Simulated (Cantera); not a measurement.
Feed: 1 mol HgO, 0.25 mol N2, at 13.3 mbar.

Method: chemical equilibrium by Gibbs-energy minimisation in Cantera with the NASA 1993 tables (ideal gas, pure condensed phases). Candidate condensed phases: Hg, HgO; 10 gas species. The numbers say what is thermodynamically allowed, not how fast it happens.

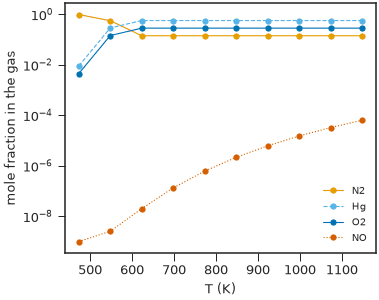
Equilibrium gas composition (values under 1e-9 drawn at 1e-9)

From 473 K to 548 K the condensed part is HgO(s). From 623 K to 1148 K nothing is condensed. The main Hg-bearing gas is Hg throughout.
